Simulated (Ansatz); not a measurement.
Generalised stacking fault of PbSe (rock salt) on the {100} plane. The cell below holds the perfect crystal with the plane normal along z; tilting its third vector by the shift puts one fault into each cell, between planes 3.09 Å apart, at fixed cell height.

```xyz
6
Lattice="4.3683 0.0000 0.0000 0.0000 4.3683 0.0000 2.1841 2.1841 9.2666" Properties=species:S:1:pos:R:3 pbc="T T T"
Se     1.8201     1.8201     7.7221
Se     1.8201     1.8201     1.5444
Se     4.0043     4.0043     4.6333
Pb     4.0043     4.0043     7.7221
Pb     4.0043     4.0043     1.5444
Pb     1.8201     1.8201     4.6333
```

In-plane vectors a = (4.368, 0.000) Å, b = (0.000, 4.368) Å, area 19.08 Å². The shift is s times the vector a (length 4.368 Å), so s = 1 restores the start. The shift is rigid: no atom relaxes. γ = [E(shift) − E(0)] / area.

All values below come from r2SCAN (plane waves to 500 eV, PAW, scalar-relativistic; Ansatz, a quantum-chemistry and plane-wave program). k mesh 7×7×7 (Γ-centred), Fermi-Dirac smearing 0.05 eV. Energies are extrapolated to zero smearing. Faults lie only 9.3 Å apart, and holding the cell height and the atoms raises γ above its relaxed value. PbSe was relaxed with its symmetry unable to fall. Spin-orbit coupling is left out, though Pb is heavy. The PAW data are Ansatz's earlier set. The zero of γ is zero shift.

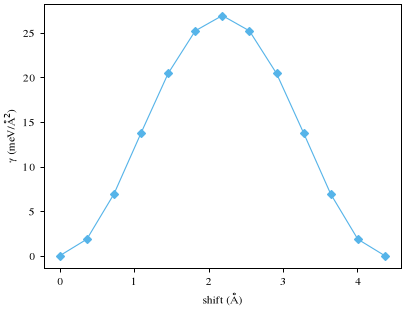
Figure. γ (meV/Å²) against shift (Å); one marker a computed point (the last repeats the first, one period on).

The highest computed γ on the line comes out as 431 mJ/m². The steepest slope dγ/d(shift) before the first maximum (spline) comes out as 3.1 GPa. Position of the highest point: s = 0.500. Local minima between the ends: no computed point is one.

A slope of 1 mJ/m² per Å is 0.01 GPa.

(The slope of γ gives the shear force per area between the displaced halves; near zero shift its curvature is an elastic stiffness.)
